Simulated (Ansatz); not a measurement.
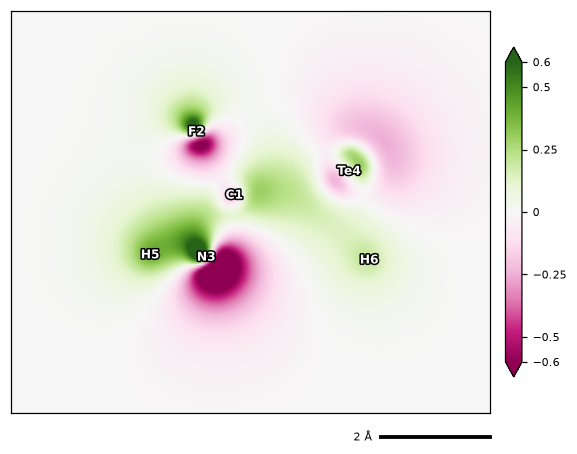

CH₂FNTe (SMILES N=C(F)[TeH]). The HOMO−1 on the molecular plane (values in Å⁻³ᐟ²; the overall sign is arbitrary).

Geometry: B3LYP-D3(BJ)/def2-SVP; core potentials replace the inner electrons of Te.

All numbers below come from isolated molecule in a Gaussian basis; Kohn-Sham density functional theory, functional PBE0 (Ansatz).

Input file:

```
crystal:
  periodic: [false, false, false]
  atoms:
    - {symbol: C, position_ang: [-0.476073, 0.883619, 0.611157]}
    - {symbol: F, position_ang: [0.652100, 0.711712, -0.117255]}
    - {symbol: "N", position_ang: [-1.538931, 0.258798, 0.427922]}
    - {symbol: Te, position_ang: [-0.128514, 2.380250, 2.098948]}
    - {symbol: H, position_ang: [-1.464514, -0.410538, -0.347360]}
    - {symbol: H, position_ang: [-1.688200, 2.221025, 2.667746]}
basis:
  gaussian: {orbitals: def2-TZVPD}
hamiltonian: {xc: {name: PBE0}}
output: {forces: true, orbitals: {seedname: orbitals}}
```

Command:

```sh
ansatz run input.yaml --threads 1 --pin off --max-ram 2610MiB --events-out events.jsonl --progress --plain --runs-dir runs
```

**Describe this orbital and give its energy.**

By Hirshfeld shares it lies mainly on N3 (about 50 %), Te4 (about 20 %), C1 (about 10 %), F2 (about 5 %) and H5 (about 5 %); it is symmetric in the molecular plane (an in-plane orbital: σ, lone-pair or in-plane π type). Its energy is −8.70 eV.
